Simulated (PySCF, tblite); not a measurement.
# C3H9BN2: geometry, infrared bands and NMR shifts

Wanted: the infrared bands and NMR shifts of C3H9BN2 (`C#[N+][BH2-]N(C)C`), by calculation.

The runs use tblite 0.8.0 and PySCF 2.14.0, with density-fitted response routines of our own; the level of theory stands in each step. All values are computed, except where a source is named. Atoms are numbered from 0 throughout.

**1. The starting structure**

15 atoms, charge 0, multiplicity 1; geometry from: force field or distance geometry start.

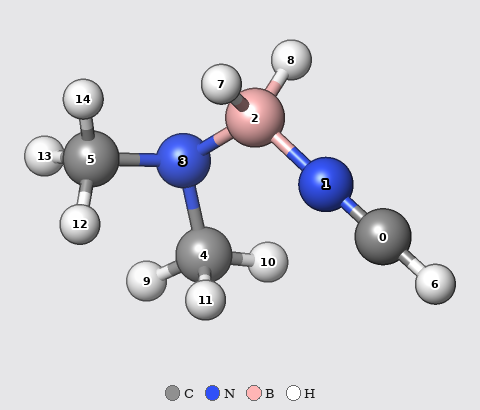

The starting geometry (carbon grey, nitrogen blue, boron pink, hydrogen white), atoms numbered; sticks join atoms by distance.

**2. Geometry optimisation with GFN2-xTB**

The job: settings as JSON, then the geometry in Å.

```
{"job": {"kind": "relax", "xc": "GFN2-xTB", "basis": "xTB"}, "charge": 0, "multiplicity": 1}
C      2.621700    -0.726900     0.222300
N      1.781400     0.030100    -0.095200
B      0.740600     0.995100    -0.501700
N     -0.592100     0.310100    -0.767200
C     -0.525600    -1.142900    -0.671900
C     -1.673200     0.752900     0.085500
H      3.385700    -1.421100     0.496200
H      0.641900     1.853300     0.323300
H      1.065500     1.461200    -1.564000
H     -1.552100    -1.547100    -0.851900
H      0.151700    -1.592800    -1.410300
H     -0.244800    -1.467500     0.348600
H     -1.707800     0.069500     0.961000
H     -2.602600     0.633200    -0.498700
H     -1.494800     1.800700     0.396500
```

The run is started by

```
$ OMP_NUM_THREADS=1 python probes_run.py task.json out
```

This one command runs all jobs of the session in turn.

**Question.** This job is followed by: GFN2-xTB harmonic vibrations, gas phase; GIAO PBE0/pcSseg-1 NMR shielding, non-relativistic, gas phase. What will the session give for the following? strongest single infrared mode (GFN2-xTB); zero-point energy (GFN2-xTB); 13C shifts against TMS (PBE0/pcSseg-1, means over atoms taken as alike); 1H shifts against TMS (PBE0/pcSseg-1, means over atoms taken as alike); 15N shifts against NH3 (PBE0/pcSseg-1); 11B shifts against BF3·OEt2 (PBE0/pcSseg-1).

As calculated:

```
                                                               quantity                  value
                              strongest single infrared mode (GFN2-xTB)  2146 cm⁻¹, 274 km/mol
                                           zero-point energy (GFN2-xTB)          75.2 kcal/mol
13C shifts against TMS (PBE0/pcSseg-1, means over atoms taken as alike)        120.9, 45.8 ppm
 1H shifts against TMS (PBE0/pcSseg-1, means over atoms taken as alike)   6.55, 3.07, 1.92 ppm
                                 15N shifts against NH3 (PBE0/pcSseg-1)        232.5, 44.1 ppm
                            11B shifts against BF3·OEt2 (PBE0/pcSseg-1)              -12.2 ppm
```

What this shows: Over 115 steps the energy fell by 0.660 eV; of the close pairs, N1–B2 changed most, 1.476 to 1.540 Å. No mode is imaginary among the 39: a minimum at this level. The strongest single mode, at 2146 cm⁻¹, moves mainly N1 and C0. Unscaled tight-binding wavenumbers are off by several per cent, some by more. Its intensities can rank the bands wrongly. At PBE0/pcSseg-1: The widest tensor belongs to N1: span 448 ppm, with a paramagnetic part of -296 ppm.
